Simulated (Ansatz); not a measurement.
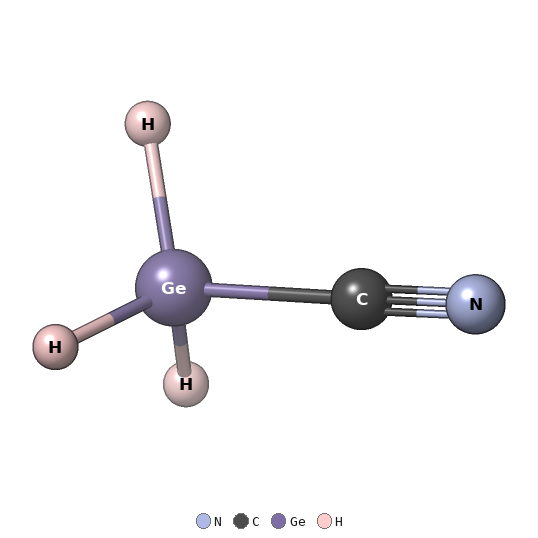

Atoms fade into the background with distance from the viewer. The geometry was computed by an optimisation with PBE-D4/def2-SVP. No frequency run is at hand to confirm it as a minimum.

**Which symmetry elements does this geometry have?**

It has 1 C3 axis and 3 mirror planes, so the point group is C3v. The group has 6 operations. The geometry is achiral, and symmetry allows a dipole moment.
